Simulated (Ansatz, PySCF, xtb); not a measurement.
Breaking the Be1–H2 bond and 1 like it together in BeH2 (SMILES [BeH2]) (multiplicity 1 held, fragments rigid). Energies count from the point at 1.330 Å.
Geometry at that point (charge 0, multiplicity 1):
```xyz
3

Be     0.000     0.000     0.000
H      0.000     0.000    -1.330
H      0.000     0.000     1.330
```

U- levels take the lowest unrestricted solution at each point, which mixes spins at long bonds. Full CI gives the lowest state of the spin. Left out are points that failed, MP2 points that dive below the minimum, coupled-cluster points behind a jump of the amplitudes or a sharp parting from full CI or MRCI, small-basis points behind a change of solution, and semi-empirical points at long bonds. Curves can end on different states.

Frozen-core correlation. Rows in 6-31G* carry no dispersion term and start afresh at each structure (6-31G* with six Cartesian d functions).

Run with Ansatz (Gaussian orbitals); PySCF for 6-31G* rows; xtb for the GFN methods. Each number belongs to the level named beside it. The GFN methods have no spin term and hold the electronic entropy of 300 K.

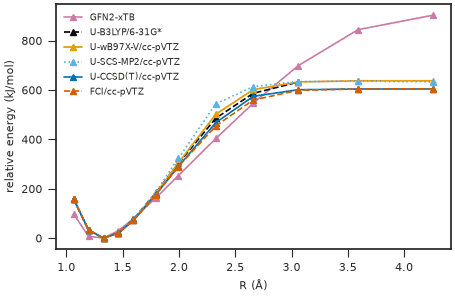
Relative energy along the coordinate

Order the other curves in the same basis by their non-parallelity to FCI/cc-pVTZ (largest less smallest deviation, whatever its cause), smallest first.

U-CCSD(T)/cc-pVTZ (15 kJ/mol), U-SCS-MP2/cc-pVTZ (91 kJ/mol)

Read off the GFN2-xTB curve at R = 1.064.

about 98 kJ/mol

Doubts at one or more of the structures used: a spin-contaminated determinant (U-B3LYP/6-31G*, U-wB97X-V/cc-pVTZ, U-SCS-MP2/cc-pVTZ, U-CCSD(T)/cc-pVTZ); T1 above 0.05 (U-CCSD(T)/cc-pVTZ); the program's own flag: large difference (U-CCSD(T)/cc-pVTZ).

Ansatz is a first-principles code.
